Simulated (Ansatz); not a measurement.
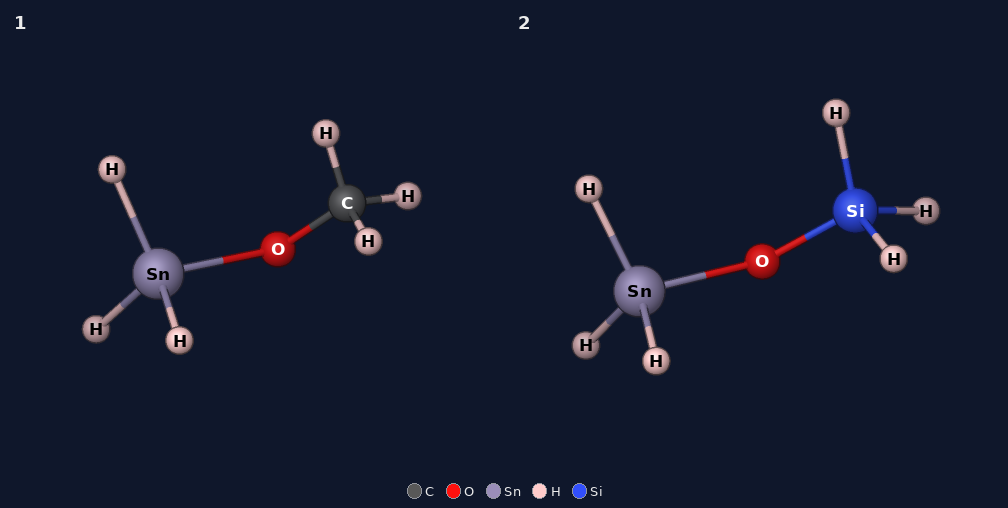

2 molecules with one skeleton, seen from the same side and at one scale. Charge 0, singlet. Computed geometries: PBE0-D4/def2-TZVP optimisations, one conformation each. Properties computed with Ansatz 0.2.0. Elements past Kr carry core potentials.

One atom differs, called X below: C in panel 1, Si in panel 2. Their formulas are CH6OSn (`C[O][SnH3]`), H6OSiSn (`[SiH3][O][SnH3]`).

In which is the dipole moment larger (r2SCAN-D4/def2-TZVPP)?

Answer. In panel 2 (X = Si).

In which is the HOMO energy (Kohn–Sham orbital) higher (r2SCAN-D4/def2-TZVPP)?

Answer. In panel 1 (X = C).

Give the values. With PBE0-D4/def2-TZVP: mean length of X–H (Å), length of X–O (Å), mean angle O–X–H (°). With r2SCAN-D4/def2-TZVPP: dipole moment (D), HOMO energy (Kohn–Sham orbital) (eV), HOMO–LUMO gap (eV).

```
                            quantity  1 (C)  2 (Si)   2 − 1
              mean length of X–H (Å)  1.098   1.490  +0.392
                   length of X–O (Å)  1.402   1.627  +0.225
                mean angle O–X–H (°)  111.2   110.6    −0.6
                   dipole moment (D)   1.33    2.05   +0.72
HOMO energy (Kohn–Sham orbital) (eV)  −6.26   −7.16   −0.90
                  HOMO–LUMO gap (eV)   5.46    5.95   +0.49
```
